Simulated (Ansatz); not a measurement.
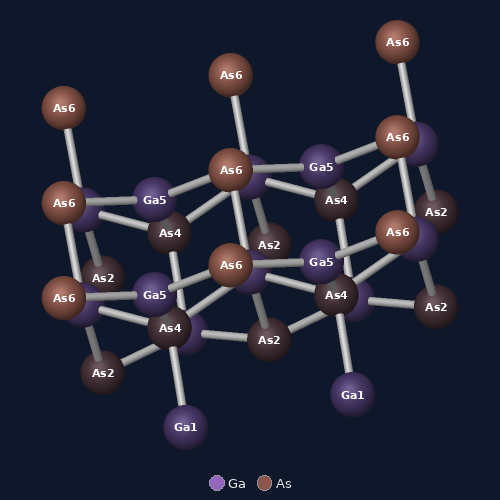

The system is O on a GaAs(110) slab cut from the F-43m phase, its upper half relaxed before the scan (6 atoms of substrate and one adsorbate in a 1 × 1 cell); the picture shows it without the atoms that are moved over the map. O is moved over the surface cell; relaxed at each place: the height of the adsorbate's atoms; substrate rigid; the origin of the map has the adsorbate above As6. Places are given modulo a cell vector. The map is drawn in real space over the plane of the surface. The grid has 6 × 6 points; 24 points were computed and 12 follow by symmetry. Energies: eV, counted from the lowest grid point. Energies and slopes of some neighbouring points disagree (a jump in structure or state, or too coarse a mesh). At some places the adsorbate sinks to or below the level of the top layer. The magnetic moment jumps between some neighbouring points. With one adsorbate in each 1 × 1 cell, its nearest image is 4.1 Å away, so neighbouring adsorbates interact. Computed with Ansatz 0.2.0, DFT PBE, scalar-relativistic, plane waves, PAW. Settings: cutoff 420 eV, k-mesh 7×5×1, gaussian smearing 0.05 eV, spin-polarised.

Range: position of O7 along the first surface vector from 0.000 to 0.833; position of O7 along the second surface vector from 0.000 to 0.833.

**Predict the map.**

The lowest grid point is at (1/6, 2/6) of the cell vectors [nearest 1 Ga at 1.83 Å]. The same energy is found at (5/6, 2/6) of the cell vectors [nearest 1 Ga at 1.83 Å]. The highest grid point, (3/6, 2/6) of the cell vectors [nearest 1 Ga at 1.82 Å], lies 1.61 eV above the lowest. At the lowest point the adsorbate has 1 Ga at 1.83 Å as nearest neighbours, at the highest 1 Ga at 1.82 Å. Its relaxed height above the top atom is 0.11 Å at the lowest and 0.80 Å at the highest point.

| second ↓, first → | 0/6 | 1/6 | 2/6 | 3/6 | 4/6 | 5/6 |
| --- | --- | --- | --- | --- | --- | --- |
| 5/6 | 0.33 | 0.46 | 1.11 | 1.11 | 1.11 | 0.46 |
| 4/6 | 0.45 | 0.86 | 1.04 | 1.28 | 1.04 | 0.86 |
| 3/6 | 1.32 | 0.67 | 0.28 | 0.35 | 0.28 | 0.67 |
| 2/6 | 0.18 | 0.00 | 1.06 | 1.61 | 1.06 | 0.00 |
| 1/6 | 1.41 | 0.99 | 0.37 | 1.42 | 0.37 | 0.99 |
| 0/6 | 0.68 | 0.71 | 0.96 | 0.95 | 0.96 | 0.71 |

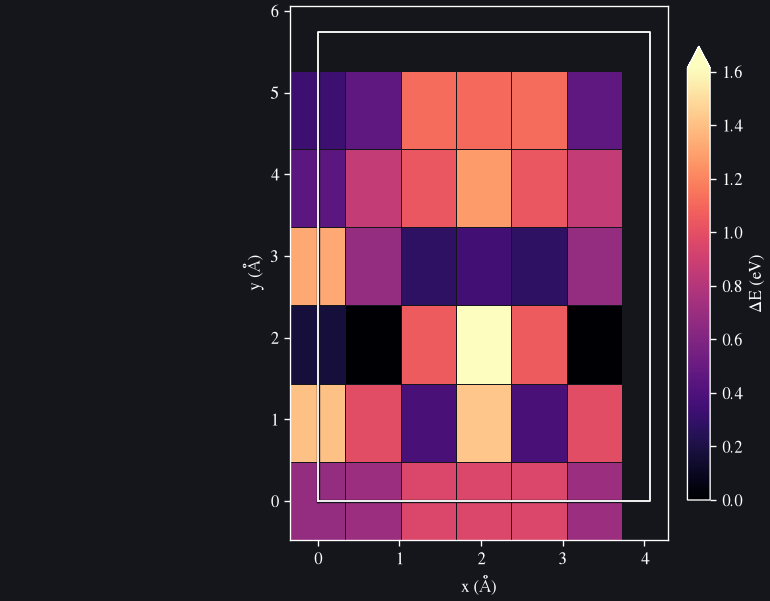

In the figure: one coloured cell a grid point, the outline of one cell of the plane, one colour for all values above the top of the scale.

Each point was launched as `ansatz run input.yaml --threads 4 --pin off --max-ram 12288MiB --backend cpu --events-out ev --progress --plain --runs-dir out`. Time for the 24 points that were run: 36 min on 4 threads of Intel(R) Xeon(R) 6975P-C (Granite Rapids), on a shared host.

PAW datasets: the set soft_1.
